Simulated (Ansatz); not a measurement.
**CH5AlN2O: two geometries relaxed**

Are the two ends of the rotation by 180° about the N2–Al3 bond separate minima, and which lies lower? Each is relaxed from a guess. SMILES of the start: C=[N][Al]([NH2])[OH].

Method: RKS PBE0-D4/def2-SVP, in Ansatz 0.2.0.

## Step 1: Starting point

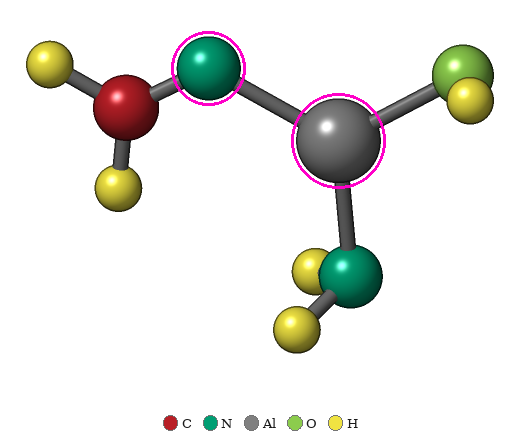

Start, viewed from a chosen angle; carbon red, nitrogen teal, aluminium grey, oxygen green, hydrogen yellow. Ringed: N2, Al3.

Structure file:

```xyz
10

C    -1.1965    0.3966   -1.5299
N     0.0232    0.3040   -1.4359
Al    0.8292   -0.2327    0.1741
N    -0.1252   -0.5859    1.7313
O     2.6887   -0.4104    0.2505
H    -1.9056    0.2661   -0.7019
H    -1.6469    0.7545   -2.4839
H    -0.8438   -1.3217    1.4573
H    -0.7477    0.2850    1.9720
H     3.0078    0.4934    0.5694
```

## Step 2: End point A

File input.yaml:

```yaml
crystal:
  periodic: [false, false, false]
  atoms:
    - { symbol: C, position_ang: [-1.1965, 0.3966, -1.5299] }
    - { symbol: "N", position_ang: [0.0232, 0.304, -1.4359] }
    - { symbol: Al, position_ang: [0.8292, -0.2327, 0.1741] }
    - { symbol: "N", position_ang: [-0.1252, -0.5859, 1.7313] }
    - { symbol: O, position_ang: [2.6887, -0.4104, 0.2505] }
    - { symbol: H, position_ang: [-1.9056, 0.2661, -0.7019] }
    - { symbol: H, position_ang: [-1.6469, 0.7545, -2.4839] }
    - { symbol: H, position_ang: [-0.8438, -1.3217, 1.4573] }
    - { symbol: H, position_ang: [-0.7477, 0.285, 1.972] }
    - { symbol: H, position_ang: [3.0078, 0.4934, 0.5694] }
basis:
  gaussian: { orbitals: def2-SVP }
hamiltonian:
  xc: pbe0
  dispersion: d4
relax:
  f_tol: 0.015
  max_steps: 40
```

The run is started by

```bash
> ansatz run input.yaml --threads 2 --pin off --max-ram 3072MiB --backend cpu --events-out ev --progress --plain --runs-dir out
```

The log of the run (excerpt; [...] marks lines left out):

```text
Warning: RAYON_NUM_THREADS=2 ignored (pool sized by the plan → 2); use --threads N
[...]
Functional definition: PBE0
[...]
1061 factors; integrals over basis functions are off by at most 4.2e-4 eV
[...]
mean field -12726.49977516 eV, -467.6902404058 hartree, gradient 4.6e-5 eV, S^2 0.000000; 0 other end points of the search recorded, 0 dependent functions left out
[...]
reference -12726.49980526 eV, -467.6902415118 hartree; 23, 23 occupied and 76, 76 virtual orbitals, 1061 factors
relax step   1: F+E_penalty+E_count = -12726.65025178 eV  Δ(F+E_penalty+E_count) = +0.000e0 eV  max|allowed force component| = 3.578e0 eV/Å  Δτ_max = 0.0000 Å  (27 SCF iters, accepted)
[...]
relax step   6: F+E_penalty+E_count = -12727.59913533 eV  Δ(F+E_penalty+E_count) = -1.001e-1 eV  max|allowed force component| = 4.790e-1 eV/Å  Δτ_max = 0.2000 Å  (31 SCF iters, accepted)
[...]
relax step  11: F+E_penalty+E_count = -12727.88389657 eV  Δ(F+E_penalty+E_count) = -2.760e-2 eV  max|allowed force component| = 2.177e-1 eV/Å  Δτ_max = 0.2000 Å  (31 SCF iters, accepted)
[...]
relax step  16: F+E_penalty+E_count = -12727.94520069 eV  Δ(F+E_penalty+E_count) = -1.901e-2 eV  max|allowed force component| = 5.056e-1 eV/Å  Δτ_max = 0.1946 Å  (32 SCF iters, accepted)
[...]
relax step  19: F+E_penalty+E_count = -12727.97802737 eV  Δ(F+E_penalty+E_count) = +1.017e-2 eV  max|allowed force component| = 6.235e-1 eV/Å  Δτ_max = 0.1918 Å  (32 SCF iters, rejected (line search))
relax step  20: F+E_penalty+E_count = -12727.99622952 eV  Δ(F+E_penalty+E_count) = -8.035e-3 eV  max|allowed force component| = 6.639e-2 eV/Å  Δτ_max = 0.0959 Å  (32 SCF iters, accepted)
```

## Step 3: The log goes on: end point A relaxed

The log, continued (excerpt; [...] marks lines left out):

```text
relax step  21: F+E_penalty+E_count = -12727.99981626 eV  Δ(F+E_penalty+E_count) = -3.587e-3 eV  max|allowed force component| = 2.413e-1 eV/Å  Δτ_max = 0.1000 Å  (30 SCF iters, accepted)
[...]
relax step  23: F+E_penalty+E_count = -12728.00105934 eV  Δ(F+E_penalty+E_count) = +8.659e-4 eV  max|allowed force component| = 4.181e-1 eV/Å  Δτ_max = 0.0890 Å  (30 SCF iters, rejected (line search))
[...]
relax step  25: F+E_penalty+E_count = -12728.00637675 eV  Δ(F+E_penalty+E_count) = -1.223e-3 eV  max|allowed force component| = 7.172e-3 eV/Å  Δτ_max = 0.0358 Å  (33 SCF iters, accepted)
[...]
relax step  27: F+E_penalty+E_count = -12728.00647550 eV  Δ(F+E_penalty+E_count) = -9.875e-5 eV  max|allowed force component| = 6.285e-2 eV/Å  Δτ_max = 0.0386 Å  (32 SCF iters, accepted)
[...]
Atom 0 at    -1.269386     0.465823    -1.947435 Å, force    -0.006888     0.001010    -0.008566 eV/Å
Atom 1 at    -0.497840     0.348695    -0.977059 Å, force     0.011119    -0.002811     0.011026 eV/Å
Atom 2 at     0.581398    -0.125637     0.326097 Å, force    -0.004436    -0.001048    -0.001617 eV/Å
Atom 3 at    -0.055267    -0.290236     1.968196 Å, force     0.000485     0.002458    -0.000575 eV/Å
Atom 4 at     2.219481    -0.357943    -0.070937 Å, force    -0.002143     0.000340    -0.001413 eV/Å
Atom 5 at    -1.660188    -0.399329    -2.532465 Å, force     0.000521     0.000278     0.000017 eV/Å
Atom 6 at    -1.633203     1.453703    -2.312852 Å, force     0.000498     0.000181     0.001545 eV/Å
Atom 7 at     0.463930    -0.603822     2.778619 Å, force    -0.000602     0.000635     0.000133 eV/Å
Atom 8 at    -1.013194    -0.088672     2.229007 Å, force     0.000919    -0.001470    -0.000800 eV/Å
Atom 9 at     2.947468    -0.453682     0.541829 Å, force     0.000528     0.000427     0.000251 eV/Å
Dipole moment:    -0.117054    -0.060769     0.328418 e Å
```

Wall time 60 s (2 threads of Arm Neoverse V2, shared host); peak memory 0.2 GiB.

Step by step, one in 2:

| step | energy from step 1 (eV) | largest force component (eV/Å) |
| --- | --- | --- |
| 1 | 0.0000 | 3.5784 |
| 3 | -0.5400 | 1.6206 |
| 5 | -0.8487 | 0.4096 |
| 7 | -1.0356 | 0.4732 |
| 9 | -1.1666 | 0.2791 |
| 11 | -1.2336 | 0.2177 |
| 13 | -1.2470 | 0.4090 |
| 15 | -1.2759 | 0.1762 |
| 17 | -1.3165 | 0.3503 |
| 19x | -1.3278 | 0.6235 |
| 21 | -1.3496 | 0.2413 |
| 23x | -1.3508 | 0.4181 |
| 25 | -1.3561 | 0.0072 |
| 27 | -1.3562 | 0.0629 |
| 29 | -1.3565 | 0.0156 |
| 30 | -1.3565 | 0.0111 |

Step 1 is the start. 5 steps were tried and not accepted (marked x).

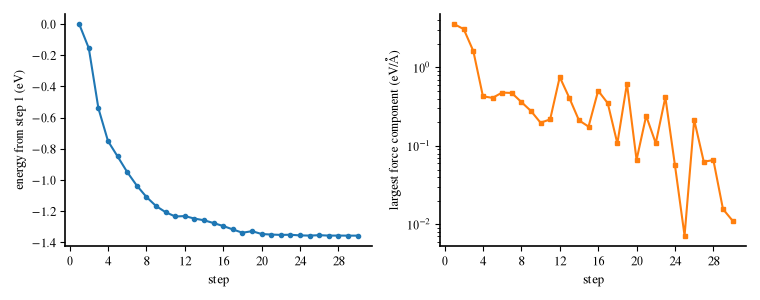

How energy and force went from step to step.

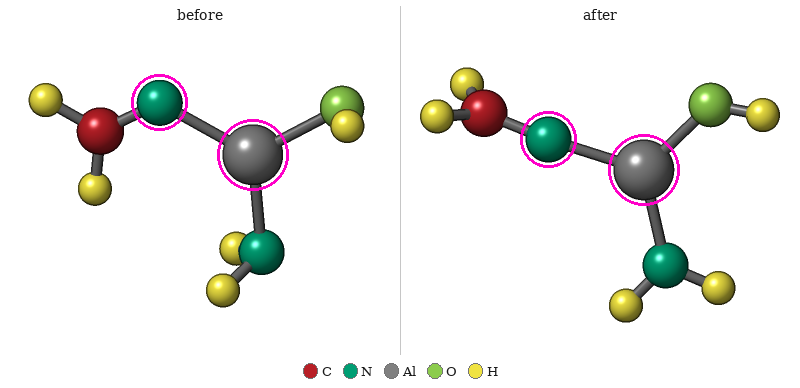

The structure before (left) and after (right), drawn at the same scale.

After: Bond lengths: C1–N2 1.245 Å, N2–Al3 1.757 Å, Al3–N4 1.769 Å, Al3–O5 1.701 Å, C1–H6 1.115 Å, C1–H7 1.114 Å, N4–H8 1.012 Å, N4–H9 1.013 Å, O5–H10 0.956 Å. Angles: C1–N2–Al3 169.7°, N2–C1–H6 123.6°, N2–C1–H7 122.8°, H6–C1–H7 113.7°, N2–Al3–N4 119.5°, N2–Al3–O5 117.1°, N4–Al3–O5 123.4°, Al3–N4–H8 126.0°, Al3–N4–H9 124.1°, H8–N4–H9 109.9°, Al3–O5–H10 126.7°.

## Step 4: End point B

The second end starts from a geometry with the move made by hand.

File input.yaml:

```yaml
crystal:
  periodic: [false, false, false]
  atoms:
    - { symbol: C, position_ang: [-1.1965, 0.3966, -1.5299] }
    - { symbol: "N", position_ang: [0.0232, 0.304, -1.4359] }
    - { symbol: Al, position_ang: [0.8292, -0.2327, 0.1741] }
    - { symbol: "N", position_ang: [2.66382, -0.46562, 0.37515] }
    - { symbol: O, position_ang: [-0.24611, -0.57718, 1.66413] }
    - { symbol: H, position_ang: [-1.9056, 0.2661, -0.7019] }
    - { symbol: H, position_ang: [-1.6469, 0.7545, -2.4839] }
    - { symbol: H, position_ang: [3.0968, 0.46037, 0.07862] }
    - { symbol: H, position_ang: [3.0207, -1.15965, -0.39612] }
    - { symbol: H, position_ang: [-0.4348, -1.56781, 1.60573] }
basis:
  gaussian: { orbitals: def2-SVP }
hamiltonian:
  xc: pbe0
  dispersion: d4
relax:
  f_tol: 0.015
  max_steps: 40
```

The run is started by

```bash
> ansatz run input.yaml --threads 2 --pin off --max-ram 3072MiB --backend cpu --events-out ev --progress --plain --runs-dir out
```

The log of the run (excerpt; [...] marks lines left out):

```text
Warning: RAYON_NUM_THREADS=2 ignored (pool sized by the plan → 2); use --threads N
[...]
[... 1 set-up line as earlier in the session ...]
[...]
1061 factors; integrals over basis functions are off by at most 4.1e-4 eV
[...]
mean field -12726.56986543 eV, -467.6928161755 hartree, gradient 6.3e-5 eV, S^2 0.000000; 0 other end points of the search recorded, 0 dependent functions left out
[...]
reference -12726.56989532 eV, -467.6928172740 hartree; 23, 23 occupied and 76, 76 virtual orbitals, 1061 factors
relax step   1: F+E_penalty+E_count = -12726.71764878 eV  Δ(F+E_penalty+E_count) = +0.000e0 eV  max|allowed force component| = 3.649e0 eV/Å  Δτ_max = 0.0000 Å  (27 SCF iters, accepted)
[...]
relax step   7: F+E_penalty+E_count = -12727.75372999 eV  Δ(F+E_penalty+E_count) = -7.611e-2 eV  max|allowed force component| = 6.481e-1 eV/Å  Δτ_max = 0.2000 Å  (32 SCF iters, accepted)
[...]
relax step  13: F+E_penalty+E_count = -12727.95287776 eV  Δ(F+E_penalty+E_count) = -5.736e-3 eV  max|allowed force component| = 1.210e-1 eV/Å  Δτ_max = 0.0491 Å  (31 SCF iters, accepted)
[...]
relax step  19: F+E_penalty+E_count = -12727.96205201 eV  Δ(F+E_penalty+E_count) = -3.172e-3 eV  max|allowed force component| = 1.118e-1 eV/Å  Δτ_max = 0.0544 Å  (31 SCF iters, accepted)
[...]
relax step  25: F+E_penalty+E_count = -12727.98554126 eV  Δ(F+E_penalty+E_count) = -1.128e-3 eV  max|allowed force component| = 6.930e-1 eV/Å  Δτ_max = 0.1509 Å  (31 SCF iters, accepted)
relax step  26: F+E_penalty+E_count = -12727.97452539 eV  Δ(F+E_penalty+E_count) = +1.102e-2 eV  max|allowed force component| = 6.613e-1 eV/Å  Δτ_max = 0.0582 Å  (32 SCF iters, rejected (line search))
```

## Step 5: More of the same log: end point B relaxed

Output, continued (excerpt; [...] marks lines left out):

```text
relax step  27: F+E_penalty+E_count = -12728.00023956 eV  Δ(F+E_penalty+E_count) = -1.470e-2 eV  max|allowed force component| = 2.155e-1 eV/Å  Δτ_max = 0.0283 Å  (33 SCF iters, accepted)
[...]
relax step  29: F+E_penalty+E_count = -12728.00566225 eV  Δ(F+E_penalty+E_count) = -1.916e-3 eV  max|allowed force component| = 3.225e-2 eV/Å  Δτ_max = 0.0485 Å  (31 SCF iters, accepted)
[...]
relax step  31: F+E_penalty+E_count = -12728.00639827 eV  Δ(F+E_penalty+E_count) = -2.800e-4 eV  max|allowed force component| = 2.962e-2 eV/Å  Δτ_max = 0.0109 Å  (27 SCF iters, accepted)
[...]
relax step  33: F+E_penalty+E_count = -12728.00659611 eV  Δ(F+E_penalty+E_count) = -9.297e-5 eV  max|allowed force component| = 2.944e-2 eV/Å  Δτ_max = 0.0203 Å  (32 SCF iters, accepted)
[...]
Atom 0 at    -1.266759     0.541457    -1.773913 Å, force    -0.001413     0.001473    -0.000950 eV/Å
Atom 1 at    -0.462960     0.008456    -0.986092 Å, force     0.008568    -0.001947     0.007852 eV/Å
Atom 2 at     0.634896    -0.476228     0.297552 Å, force    -0.002401    -0.003843     0.009222 eV/Å
Atom 3 at     2.379069    -0.288927     0.070519 Å, force    -0.001701     0.001883    -0.004387 eV/Å
Atom 4 at    -0.060083    -1.156818     1.693704 Å, force     0.000216     0.001877    -0.003142 eV/Å
Atom 5 at    -1.684171     1.565402    -1.629917 Å, force    -0.001123    -0.000885    -0.001405 eV/Å
Atom 6 at    -1.637097     0.032075    -2.693104 Å, force    -0.001279     0.000566    -0.002415 eV/Å
Atom 7 at     3.095695    -0.486916     0.757538 Å, force    -0.006057    -0.001243    -0.000532 eV/Å
Atom 8 at     2.804490     0.053899    -0.782482 Å, force     0.005434     0.001665    -0.002791 eV/Å
Atom 9 at     0.400730    -1.613788     2.396206 Å, force    -0.000244     0.000455    -0.001453 eV/Å
Dipole moment:     0.349091     0.056429    -0.021020 e Å
```

Run time: 71 s. Hardware: 2 threads of Arm Neoverse V2, shared host; peak memory 0.2 GiB.

The steps of the relaxation, one in 2:

| step | energy from step 1 (eV) | largest force component (eV/Å) |
| --- | --- | --- |
| 1 | 0.0000 | 3.6495 |
| 3 | -0.5297 | 1.3144 |
| 5 | -0.8735 | 0.4865 |
| 7 | -1.0361 | 0.6481 |
| 9 | -1.1942 | 0.3793 |
| 11 | -1.2295 | 0.1528 |
| 13 | -1.2352 | 0.1210 |
| 15x | -1.2370 | 0.3938 |
| 17 | -1.2412 | 0.1484 |
| 19 | -1.2444 | 0.1118 |
| 21 | -1.2504 | 0.1608 |
| 23 | -1.2666 | 0.1475 |
| 25 | -1.2679 | 0.6930 |
| 27 | -1.2826 | 0.2155 |
| 29 | -1.2880 | 0.0323 |
| 31 | -1.2887 | 0.0296 |
| 33 | -1.2889 | 0.0294 |
| 35 | -1.2891 | 0.0092 |

Step 1 is the start. 5 steps were tried and not accepted (marked x).

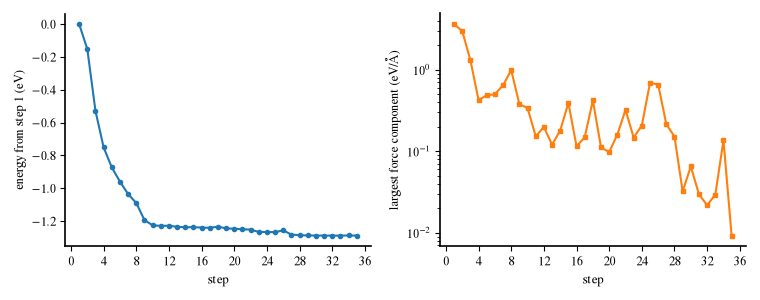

Energy and largest force along the relaxation.

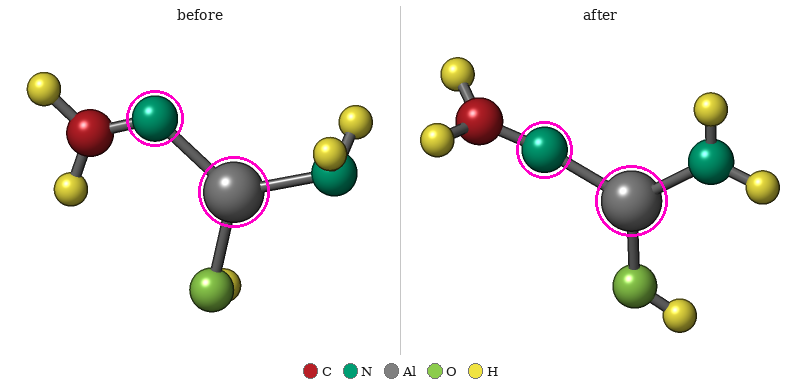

Before and after, at one scale.

After: Bond lengths: C1–N2 1.245 Å, N2–Al3 1.757 Å, Al3–N4 1.769 Å, Al3–O5 1.702 Å, C1–H6 1.115 Å, C1–H7 1.114 Å, N4–H8 1.012 Å, N4–H9 1.013 Å, O5–H10 0.956 Å. Angles: C1–N2–Al3 169.6°, N2–C1–H6 123.6°, N2–C1–H7 122.7°, H6–C1–H7 113.7°, N2–Al3–N4 119.5°, N2–Al3–O5 117.0°, N4–Al3–O5 123.4°, Al3–N4–H8 126.2°, Al3–N4–H9 123.9°, H8–N4–H9 109.9°, Al3–O5–H10 126.7°.

## Step 6: What came out

| quantity | value |
| --- | --- |
| end A | 24 moves, 1.356 eV lower |
| end B | 29 moves, 1.289 eV lower |
| largest difference between the ends | 0.00 Å |
| end B relative to end A | +0.000 eV |

What this shows: Both starts fell into the same minimum (no atom differs by more than 0.00 Å), so from this start no second minimum was found and no band was run; another arrangement could still be one.
